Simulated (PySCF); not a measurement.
# C3H5O (SMILES [CH2]OC=C) at 6 levels

We compute a comparison of 6 runs (UHF/3-21G, UB3LYP/6-31G*, UMP2/def2-SVPD, UMP2/aug-cc-pVDZ, UMP2/def2-TZVP) of C3H5O. Input form: a Python script.

Program for the calculation: PySCF 2.14.0.

**1. The molecule**

C3H5O has 9 atoms, charge 0, and is taken as a doublet. SMILES: `[CH2]OC=C`. The coordinates come from a PBE0-D4/def2-TZVP relaxation.

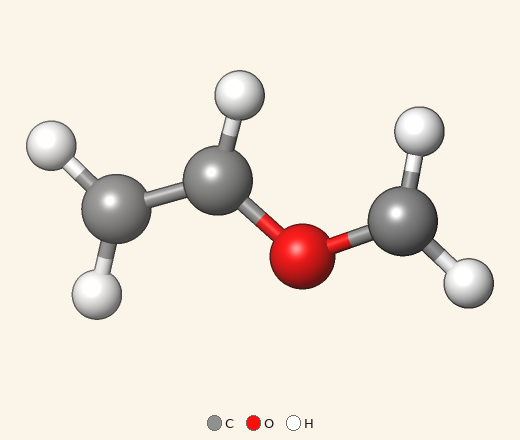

The structure, seen from a chosen angle (carbon grey, oxygen red, hydrogen white).

**2. Energy and gradient at UHF/3-21G (run 1)**

Contents of job.py:

```python
import pyscf.grad
from pyscf import gto, scf

mol = gto.M(
    atom='''
C   -0.140400   1.803800  -0.142100
O    0.253500   0.580100  -0.556500
C   -0.009700  -0.482000   0.241800
C    0.367700  -1.709400  -0.080700
H   -0.005300   2.580300  -0.878200
H   -0.871000   1.870300   0.655300
H   -0.548900  -0.247300   1.156500
H    0.133900  -2.529400   0.582600
H    0.908500  -1.912600  -0.995900
''',
    verbose=4,
    spin=1,
    charge=0,
    basis='3-21g',
    max_memory=1860,
)

mf = scf.UHF(mol)
mf.conv_tol = 1e-10
mf.kernel()
if not mf.converged:
    mf = mf.newton().run(mf.mo_coeff, mf.mo_occ)

energy = mf.e_tot
print('Final energy', energy)
grad = mf.Gradients().kernel()
mf.analyze()
```

Started as:

```
$ OMP_NUM_THREADS=1 python job.py
```

Log:

```text
PySCF version 2.14.0

[... 139 lines left out ...]
Total Energy =                        -190.221641403672095
[... 2 lines left out ...]
Two-electron Energy =                  178.354334337763106
[... 5 lines left out ...]
MO #1   energy= -20.5035340780628  | -20.4983533434967  occ= 1 | 1
[... 3 lines left out ...]
MO #46  energy= 3.49987232290065   | 3.50765087534917   occ= 0 | 0
[... 74 lines left out ...]
Dipole moment(X, Y, Z, Debye): -1.07440,  0.37574,  1.19054
```

It took 2.1 s on 1 thread of Arm Neoverse N1, shared host; peak memory 0.12 GiB.

**3. Energy and gradient at UB3LYP/6-31G(d) (spherical functions) (run 2)**

Contents of calc.py:

```python
import pyscf.grad
from pyscf import gto, dft

system = gto.M(
    atom=[
    ('C', (-0.140400, 1.803800, -0.142100)),
    ('O', (0.253500, 0.580100, -0.556500)),
    ('C', (-0.009700, -0.482000, 0.241800)),
    ('C', (0.367700, -1.709400, -0.080700)),
    ('H', (-0.005300, 2.580300, -0.878200)),
    ('H', (-0.871000, 1.870300, 0.655300)),
    ('H', (-0.548900, -0.247300, 1.156500)),
    ('H', (0.133900, -2.529400, 0.582600)),
    ('H', (0.908500, -1.912600, -0.995900)),
],
    basis='6-31g*',
    verbose=4,
    spin=1,
    charge=0,
    max_memory=1860,
)

calc0 = dft.UKS(system, xc='b3lyp')
calc0.conv_tol = 1e-10
calc0.grids.level = 5
calc0.kernel()
if not calc0.converged:
    calc0 = calc0.newton().run(calc0.mo_coeff, calc0.mo_occ)

energy = calc0.e_tot
print('E = %.10f Eh' % energy)
grad = calc0.Gradients().kernel()
dip = calc0.dip_moment()
pop, q = calc0.mulliken_pop()
```

Started as:

```
$ OMP_NUM_THREADS=1 python calc.py
```

Log:

```text
PySCF version 2.14.0

[... 115 lines left out ...]
converged SCF energy = -192.443038915055  <S^2> = 0.75457624  2S+1 = 2.004571
[... 13 lines left out ...]
Dipole moment(X, Y, Z, Debye): -0.77913,  0.08922,  0.73058
[... 11 lines left out ...]
charge of  8H =      0.15293  (     0.42094      0.42614 )
```

It took 54 s on 1 thread of Arm Neoverse N1, shared host; peak memory 0.69 GiB.

Run 3 isn't shown in full; the table further down has it.

**4. Energy and gradient at UMP2/def2-SVPD (run 4)**

Contents of run.py:

```python
import pyscf.grad
from pyscf import gto, scf, mp

molecule = gto.M(
    atom='''
C     -0.140400     1.803800    -0.142100
O      0.253500     0.580100    -0.556500
C     -0.009700    -0.482000     0.241800
C      0.367700    -1.709400    -0.080700
H     -0.005300     2.580300    -0.878200
H     -0.871000     1.870300     0.655300
H     -0.548900    -0.247300     1.156500
H      0.133900    -2.529400     0.582600
H      0.908500    -1.912600    -0.995900
''',
    spin=1,
    verbose=4,
    max_memory=1860,
    basis='def2-svpd',
    charge=0,
)

mf = scf.UHF(molecule)
mf.conv_tol = 1e-10
mf.kernel()
if not mf.converged:
    mf = mf.newton().run(mf.mo_coeff, mf.mo_occ)

pt = mp.MP2(mf, frozen=4).run()
etot = pt.e_tot
print(f'total energy: {etot:.8f} hartree')
grad = pt.Gradients().kernel()
dip = mf.dip_moment()
pop, q = mf.mulliken_pop()
```

Started as:

```
$ OMP_NUM_THREADS=1 python run.py
```

Log:

```text
PySCF version 2.14.0

[... 125 lines left out ...]
converged SCF energy = -191.154501434608  <S^2> = 0.78474455  2S+1 = 2.0344479
[... 8 lines left out ...]
total energy: -191.74257455 hartree
[... 8 lines left out ...]
Dipole moment(X, Y, Z, Debye): -0.87597,  0.33845,  0.86226
[... 11 lines left out ...]
charge of  8H =      0.06991  (     0.44935      0.48074 )
```

It took 61 s on 1 thread of Arm Neoverse N1, shared host; peak memory 1.6 GiB.

Run 5 isn't shown in full; the table further down has it.

**5. Energy and gradient at UMP2/def2-TZVP (run 6)**

Contents of input.py:

```python
import pyscf.grad
from pyscf import gto, scf, mp

mol = gto.M(
    atom=[
    ('C', (-0.140400, 1.803800, -0.142100)),
    ('O', (0.253500, 0.580100, -0.556500)),
    ('C', (-0.009700, -0.482000, 0.241800)),
    ('C', (0.367700, -1.709400, -0.080700)),
    ('H', (-0.005300, 2.580300, -0.878200)),
    ('H', (-0.871000, 1.870300, 0.655300)),
    ('H', (-0.548900, -0.247300, 1.156500)),
    ('H', (0.133900, -2.529400, 0.582600)),
    ('H', (0.908500, -1.912600, -0.995900)),
],
    verbose=3,
    basis='def2-tzvp',
    spin=1,
    max_memory=1860,
)

myscf = scf.UHF(mol)
myscf.conv_tol = 1e-10
myscf.kernel()
if not myscf.converged:
    myscf = myscf.newton().run(myscf.mo_coeff, myscf.mo_occ)

pt = mp.MP2(myscf, frozen=4).run()
e_final = pt.e_tot
print('E = %.10f Eh' % e_final)
grad = pt.Gradients().kernel()
myscf.analyze()
```

Started as:

```
$ OMP_NUM_THREADS=1 python input.py
```

Log:

```text
converged SCF energy = -191.366219279671  <S^2> = 0.78115246  2S+1 = 2.0309136
[... 13 lines left out ...]
MO #1   energy= -20.6045491395326  | -20.5987956275162  occ= 1 | 1
MO #2   energy= -11.2945022607918  | -11.2985450865803  occ= 1 | 1
MO #3   energy= -11.2863808972599  | -11.2623265885608  occ= 1 | 1
[... 1 line left out ...]
MO #154 energy= 45.5959033341581   | 45.5993627105298   occ= 0 | 0
[... 21 lines left out ...]
Dipole moment(X, Y, Z, Debye): -0.89595,  0.37130,  0.86969
```

Wall time 3.1 min (1 thread of Arm Neoverse N1, shared host); peak memory 1.9 GiB.

**6. All runs side by side**

```tsv
run	level	integration grid	Cartesian functions	energy (Eh)	dipole moment (D) of the reference	HOMO energy (eV)	LUMO energy (eV)	wall time
1	UHF/3-21G	–	no	-190.221641	1.65	-8.57	4.49	2.1 s
2	UB3LYP/6-31G* (spherical functions)	5	no	-192.443039	1.07	-4.61	-0.82	54 s
3	UB3LYP/6-31G* (Cartesian functions)	5	yes	-192.446482	1.08	-4.61	-0.83	57 s
4	UMP2/def2-SVPD	–	no	-191.742575	1.27	-8.77	2.74	61 s
5	UMP2/aug-cc-pVDZ	–	no	-191.904953	1.24	-8.67	0.99	98 s
6	UMP2/def2-TZVP	–	no	-192.052115	1.30	-8.70	3.49	3.1 min
```

**7. Summary of results**

```
                                                         quantity          value
                                              run 6: total energy  -192.05212 Eh
                      run 6: dipole moment (Hartree–Fock density)         1.30 D
run 6: HOMO energy (Hartree–Fock orbitals) (highest over α and β)       -8.70 eV
 run 6: LUMO energy (Hartree–Fock orbitals) (lowest over α and β)        3.49 eV
               run 6: correlation energy (4 core orbitals frozen)     -685.9 mEh
                         run 6: ⟨S²⟩ of the reference determinant          0.781
                                  run 6: largest force on an atom     1.114 eV/Å
```

What this shows: Over runs 1, 2, 3 the dipole moment (its size) runs from 1.07 D (UB3LYP/6-31G*) to 1.65 D (UHF/3-21G). The two ends differ in method and basis. All runs together took 7.6 min, the longest 3.1 min.
